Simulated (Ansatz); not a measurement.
# CH2BF (SMILES B[C]F): levels of theory compared

Aim: a comparison of 4 runs (UHF/STO-3G, UHF/6-31+G*, UB3LYP/6-31G*, UB2PLYP/def2-SVP) of CH2BF. 

Program for the calculation: Ansatz 0.2.0.

2 further runs of the same task are left out: 1 that didn't finish, 1 set aside as unsound or not needed. Runs told in other sessions of the task aren't counted.

## Step 1: The system as given

CH2BF has 5 atoms, charge 0, and is taken as a triplet. As SMILES, `B[C]F`. The shape is that of a GFN2-xTB optimisation.

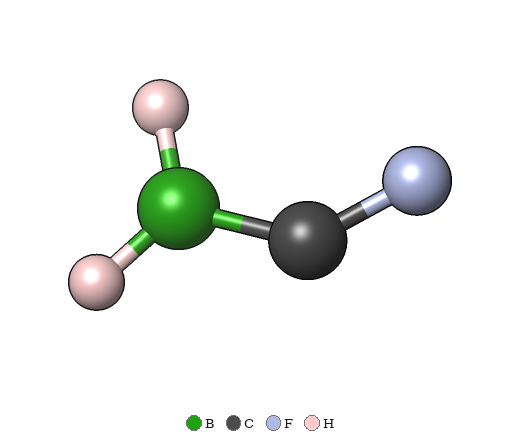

The structure, seen from a chosen angle (boron green, carbon dark grey, fluorine light blue, hydrogen pink).

## Step 2: Energy and gradient at UHF/STO-3G (run 1)

in.yaml

```yaml
crystal:
  periodic: [false, false, false]
  atoms:
    - {symbol: B, position_ang: [-0.505570, -0.250120, -0.120900]}
    - {symbol: C, position_ang: [0.899880, 0.179790, -0.245440]}
    - {symbol: F, position_ang: [1.716060, 0.896670, 0.490070]}
    - {symbol: H, position_ang: [-0.994750, -0.904870, -0.953460]}
    - {symbol: H, position_ang: [-1.115610, 0.078530, 0.829720]}
basis:
  gaussian:
    orbitals: STO-3G
magnetization:
  spin_polarized: true
  initial_magnetization: 2
hamiltonian:
  xc: hf
accuracy: high
output:
  forces: true
  orbitals: {seedname: orbitals}
```

Run with:

```console
ansatz run in.yaml --threads 1 --pin off --max-ram 2610MiB --events-out events.jsonl --progress --plain --runs-dir runs
```

The program printed:

```text
Warning: RAYON_NUM_THREADS=1 ignored (pool sized by the plan → 1); use --threads N
Functional definition: HF
  name "HF"
  exchange = exact_x
  correlation = 0
293 factors; integrals over basis functions are off by at most 3.4e-8 eV
mean field evaluation 1: about -4375.7948 eV, gradient 1.2e1 eV
mean field evaluation 2: about -4375.8773 eV, gradient 1.2e1 eV
mean field evaluation 4: about -4377.4112 eV, gradient 2.4e0 eV
mean field evaluation 8: about -4377.5705 eV, gradient 2.9e-4 eV
mean field -4377.56790309 eV, -160.8726532163 hartree, gradient 2.1e-8 eV, S^2 2.008490; 0 other end points of the search recorded, 0 dependent functions left out
the calculation of the forces begins
reference -4377.56790309 eV, -160.8726532163 hartree; 12, 10 occupied and 5, 7 virtual orbitals, 293 factors
Total energy: -4377.56790309 eV, -160.8726532163 hartree
Atom 0 at    -0.505570    -0.250120    -0.120900 Å, force    -1.480927    -0.112816     0.738013 eV/Å
Atom 1 at     0.899880     0.179790    -0.245440 Å, force     0.875469    -0.341593    -1.142621 eV/Å
Atom 2 at     1.716060     0.896670     0.490070 Å, force     0.354280     0.514897     0.675772 eV/Å
Atom 3 at    -0.994750    -0.904870    -0.953460 Å, force     0.145868     0.174107     0.208932 eV/Å
Atom 4 at    -1.115610     0.078530     0.829720 Å, force     0.105310    -0.234595    -0.480095 eV/Å
Dipole moment:     0.036297    -0.010102    -0.040322 e Å
```

Wall time 0.18 s (1 thread of Arm Neoverse V2, shared host).

## Step 3: Energy and gradient at UHF/6-31+G(d) (spherical functions) (run 2)

job.yaml

```yaml
crystal:
  periodic: [false, false, false]
  atoms:
    - symbol: B
      position_ang: [-0.505570, -0.250120, -0.120900]
    - symbol: C
      position_ang: [0.899880, 0.179790, -0.245440]
    - symbol: F
      position_ang: [1.716060, 0.896670, 0.490070]
    - symbol: H
      position_ang: [-0.994750, -0.904870, -0.953460]
    - symbol: H
      position_ang: [-1.115610, 0.078530, 0.829720]
basis:
  gaussian: {orbitals: 6-31+G_st_-spherical.json}
total_charge: 0
magnetization: {spin_polarized: true, initial_magnetization: 2}
hamiltonian: {xc: hf}
accuracy: high
output: {forces: true, orbitals: {seedname: orbitals}}
```

The basis set 6-31+G* is read from a file made from the Basis Set Exchange's data (not shown).

Run with:

```console
ansatz run job.yaml --threads 1 --pin off --max-ram 2610MiB --events-out events.jsonl --progress --plain --runs-dir runs
```

The program printed, shortened:

```text
Warning: RAYON_NUM_THREADS=1 ignored (pool sized by the plan → 1); use --threads N
[... 2 set-up lines as earlier in the session ...]
[...]
1202 factors; integrals over basis functions are off by at most 3.0e-9 eV
[...]
mean field -4436.77632102 eV, -163.0485224425 hartree, gradient 1.9e-8 eV, S^2 2.011032; 0 other end points of the search recorded, 0 dependent functions left out
[...]
reference -4436.77632102 eV, -163.0485224425 hartree; 12, 10 occupied and 46, 48 virtual orbitals, 1202 factors
Total energy: -4436.77632102 eV, -163.0485224425 hartree
Atom 0 at    -0.505570    -0.250120    -0.120900 Å, force    -1.061736     0.012549     0.692108 eV/Å
Atom 1 at     0.899880     0.179790    -0.245440 Å, force     2.021353     0.444474    -0.490690 eV/Å
Atom 2 at     1.716060     0.896670     0.490070 Å, force    -0.647386    -0.274755    -0.070912 eV/Å
Atom 3 at    -0.994750    -0.904870    -0.953460 Å, force    -0.071334    -0.259435    -0.408068 eV/Å
Atom 4 at    -1.115610     0.078530     0.829720 Å, force    -0.240898     0.077166     0.277562 eV/Å
Dipole moment:    -0.126437    -0.085408    -0.069901 e Å
```

Wall time 1.4 s (1 thread of Arm Neoverse V2, shared host).

Run 3 isn't shown in full; the table further down has it.

## Step 4: Energy and gradient at UB2PLYP/def2-SVP (run 4)

run.yaml

```yaml
basis:
  gaussian:
    orbitals: def2-SVP
crystal:
  periodic: [false, false, false]
  atoms:
    - {symbol: B, position_ang: [-0.505570, -0.250120, -0.120900]}
    - {symbol: C, position_ang: [0.899880, 0.179790, -0.245440]}
    - {symbol: F, position_ang: [1.716060, 0.896670, 0.490070]}
    - {symbol: H, position_ang: [-0.994750, -0.904870, -0.953460]}
    - {symbol: H, position_ang: [-1.115610, 0.078530, 0.829720]}
magnetization:
  spin_polarized: true
  initial_magnetization: 2
hamiltonian:
  xc: {name: B2PLYP}
correlation:
  frozen_orbitals: {B: 1, C: 1, F: 1, H: 0}
accuracy: high
output: {forces: true, orbitals: {seedname: orbitals}}
```

Run with:

```console
ansatz run run.yaml --threads 1 --pin off --max-ram 2610MiB --events-out events.jsonl --progress --plain --runs-dir runs
```

The program printed, shortened:

```text
Warning: RAYON_NUM_THREADS=1 ignored (pool sized by the plan → 1); use --threads N
Functional definition: B2PLYP
  name "B2PLYP"
[...]
1141 factors; integrals over basis functions are off by at most 3.3e-9 eV
[...]
mean field -4447.90018767 eV, -163.4573170019 hartree, gradient 4.6e-8 eV, S^2 2.006149; 0 other end points of the search recorded, 0 dependent functions left out
3 core orbitals not correlated: weight in the atoms' cores, before any rotation towards them, 1.000 or more for the frozen orbitals, at most 0.000 for the correlated occupied ones
reference -4447.90020712 eV, -163.4573177167 hartree; 9, 7 occupied and 40, 42 virtual orbitals, 1141 factors
second order -11.72853111 eV of doubles, -0.00000000 eV of singles
[...]
Total energy: -4451.06691052 eV, -163.5736919202 hartree
Atom 0 at    -0.505570    -0.250120    -0.120900 Å, force    -0.470488     0.088151     0.454371 eV/Å
Atom 1 at     0.899880     0.179790    -0.245440 Å, force     1.873360     0.596042    -0.136396 eV/Å
Atom 2 at     1.716060     0.896670     0.490070 Å, force    -0.750974    -0.428987    -0.273627 eV/Å
Atom 3 at    -0.994750    -0.904870    -0.953460 Å, force    -0.257430    -0.473822    -0.664005 eV/Å
Atom 4 at    -1.115610     0.078530     0.829720 Å, force    -0.394468     0.218616     0.619658 eV/Å
Dipole moment:     0.010778     0.004349     0.000738 e Å
```

Wall time 12 s (1 thread of Arm Neoverse V2, shared host).

## Step 5: Overview of the runs

| run | level | frozen core orbitals | energy (Eh) | dipole moment (D) | HOMO energy (eV) | LUMO energy (eV) | wall time |
| --- | --- | --- | --- | --- | --- | --- | --- |
| 1 | UHF/STO-3G | – | -160.872653 | 0.27 | -8.72 | 4.76 | 0.18 s |
| 2 | UHF/6-31+G* (spherical functions) | – | -163.048522 | 0.81 | -11.41 | 0.41 | 1.4 s |
| 3 | UB3LYP/6-31G* (spherical functions) | – | -163.853783 | 0.23 | -6.82 | -3.58 | 4.2 s |
| 4 | UB2PLYP/def2-SVP | 3 | -163.573692 | 0.06 | -9.00 | -1.97 | 12 s |

## Step 6: Summary of results

```
                                                       quantity          value
                                            run 4: total energy  -163.57369 Eh
                                run 4: dipole moment (SCF part)         0.06 D
run 4: HOMO energy (SCF part's orbitals) (highest over α and β)       -9.00 eV
 run 4: LUMO energy (SCF part's orbitals) (lowest over α and β)       -1.97 eV
                                                    run 4: ⟨S²⟩          2.006
                                run 4: largest force on an atom     1.971 eV/Å
```

**Reading.** The dipole moment (its size) runs from 0.06 D (UB2PLYP/def2-SVP) to 0.81 D (UHF/6-31+G*). The two ends differ in method and basis. The two dipoles point in opposite directions. A double hybrid's value is that of its SCF part. Totals of different functionals can't be ranked against each other. In run 1 the basis is minimal, so the values are rough. All runs together took 18 s, the longest 12 s.
